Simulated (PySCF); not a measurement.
F$_{2}$, SMILES `FF`.

Method: r2SCAN/def2-SVPD; geometry: GFN2-xTB; program: PySCF. No frequency check shows the geometry to be a minimum.

Input script:

```python
import numpy as np
from pyscf import gto, scf, dft
from pyscf.scf import atom_ks, atom_hf
from scipy.linalg import block_diag

def solve(mol, dm0=None, hcore=None):
    mf = (dft.UKS if mol.spin else dft.RKS)(mol, xc='r2scan')
    mf.grids.level = 3
    mf = mf.density_fit(auxbasis='def2-universal-jkfit')
    mf.conv_tol, mf.max_cycle = 1e-8, 80
    if hcore is not None:
        mf.get_hcore = lambda *args: hcore
    mf.kernel(dm0)
    if not mf.converged:
        mf = mf.newton().run(mf.mo_coeff, mf.mo_occ, max_cycle=30)
    assert mf.converged, 'SCF not converged'
    return mf

mol = gto.M(atom='''
F      0.70158     0.00000     0.00000
F     -0.70158     0.00000     0.00000
''', basis='def2-svpd', charge=0, spin=0, verbose=4)
field = np.array([0.0, 0.0, 0.004])  # atomic units
mol.set_common_orig(mol.atom_charges() @ mol.atom_coords() / mol.atom_charges().sum())
mf = solve(mol)
out = dict(dm0=mf.make_rdm1(), d0=mf.dip_moment(unit='AU'), e0=mf.e_tot)
for name, sign in (('p', 1), ('m', -1)):
    h = mf.get_hcore() + sign * np.einsum('x,xij->ij', field, mol.intor('int1e_r'))
    mi = solve(mol, mf.make_rdm1(), h)
    out.update({'dm' + name: mi.make_rdm1(), 'd' + name: mi.dip_moment(unit='AU'), 'e' + name: mi.e_tot})
# spherically averaged free atoms, for the promolecule
atm = atom_ks.get_atm_nrks(mol, xc='r2scan')
pro = block_diag(*[(atm[a[0]][2] * atm[a[0]][3]) @ atm[a[0]][2].T for a in mol._atom])
np.savez('result.npz', pro=pro, **out)
```

Launched as:

```sh
OMP_NUM_THREADS=1 python input.py
```

The run took 3.2 s on 1 thread of Intel(R) Xeon(R) Platinum 8375C CPU @ 2.90GHz (Ice Lake), on a shared host, peak memory 0.19 GiB.

Partitions, critical points and surface values were worked out afterwards from this run's density.

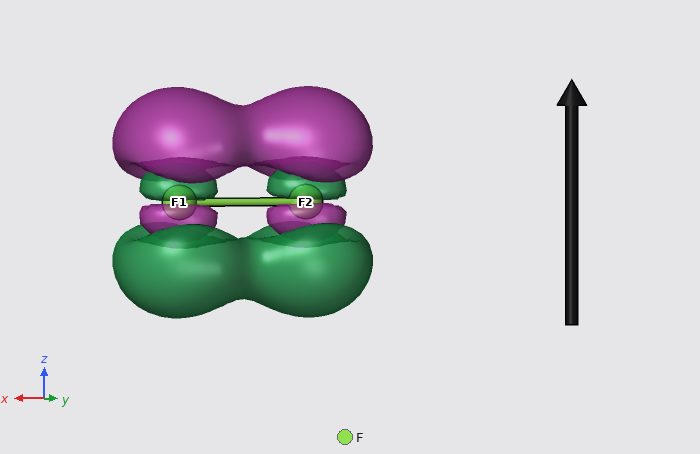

Change of the electron density in a uniform field of 0.21 V/Å along +z (arrow), surfaces at ±0.001 e/Å³ (green: gain, purple: loss).

Q: How large is the response?

A: The induced dipole is 0.06 D (along the field); α along this axis, from the fields in both directions, is 6 bohr³ (0.9 Å³).

Q: Which atoms gain and lose the most charge?

A: Hardly any: no atom's Hirshfeld charge changes by as much as 0.002 e. The density shifts from one side of each atom to the other; 0.010 electrons are displaced in all.
